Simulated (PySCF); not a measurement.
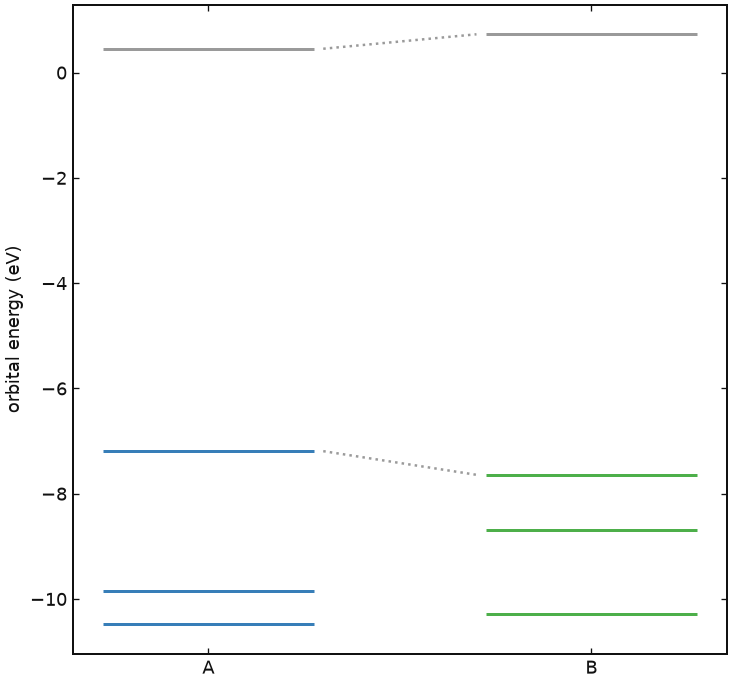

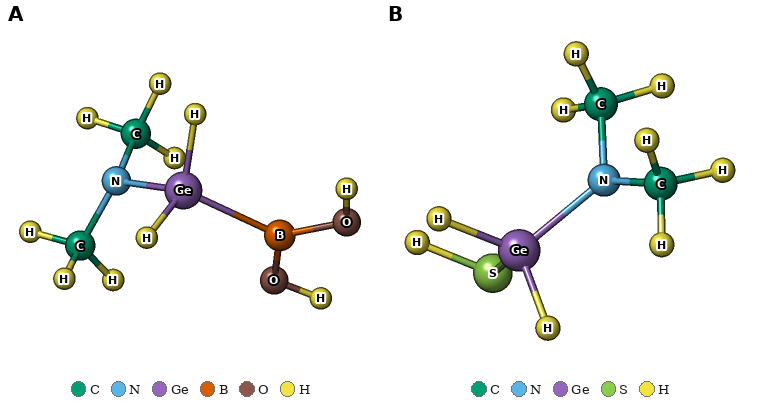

Related molecules: A is C₂H₁₀BGeNO₂, SMILES C[N](C)[GeH2][B](O)O, singlet; B is C₂H₉GeNS, SMILES C[N](C)[GeH2][SH], singlet. Frontier orbital energies, CAM-B3LYP/def2-SVPD in PySCF 2.14.0, at a PBE0-D3(BJ)/def2-SVP geometry (no frequency check); drawn are at most three filled levels and, in grey, the LUMO with any level within 0.03 eV of it; dotted lines join the HOMOs and the LUMOs.

What does the change do to the frontier levels?

From A to B the HOMO falls by 0.45 eV and the LUMO rises by 0.27 eV, so the separation goes from 7.65 to 8.37 eV.

Does the ΔSCF ionisation energy follow the HOMO?

A: −ε(HOMO) 7.19, ΔSCF 7.78 eV; B: −ε(HOMO) 7.64, ΔSCF 8.21 eV.

Caveats, for all or some of the runs: empty levels above zero depend strongly on the basis; one conformer of a flexible molecule.
